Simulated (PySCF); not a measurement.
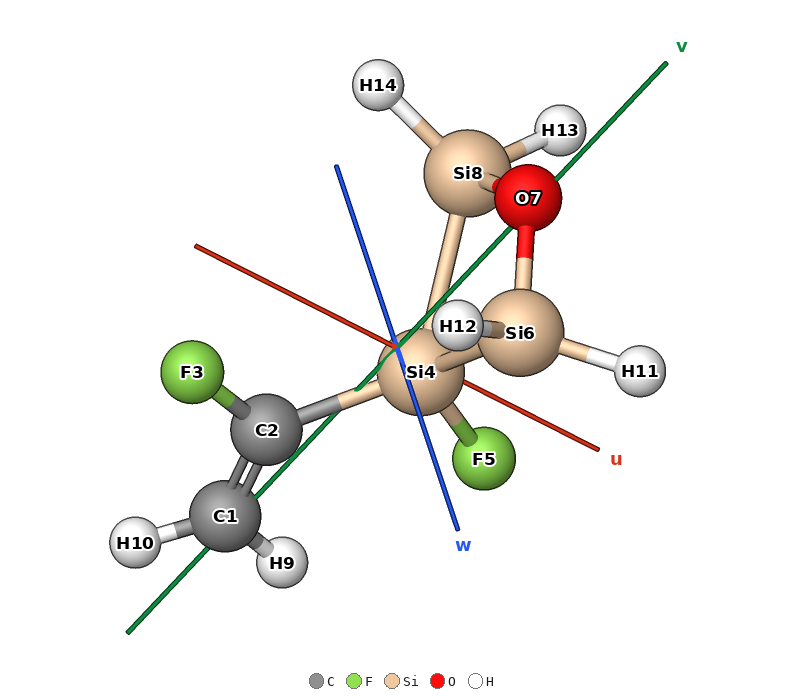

The lines u, v and w are the principal axes of the static dipole polarisability. Computed geometry: GFN2-xTB optimisation. No frequency run is at hand to confirm it as a minimum. Method: B3LYP/def2-SVPD (PySCF 2.14.0).

Question: Along which axis is the molecule most polarisable, and along which least?

Answer: Most along v (close to the long direction C1···O7), least along u (nearly parallel to the C2–F3 bond).

Question: Give the three principal values.

Answer: u 88.8, v 134.3, w 103.7 bohr³; mean 108.9, anisotropy 40.2 bohr³.

The geometry is semi-empirical. Around Si such bond lengths and angles can be off by a tenth of an ångström or more and by several degrees, and values that hang on the shape move with them.
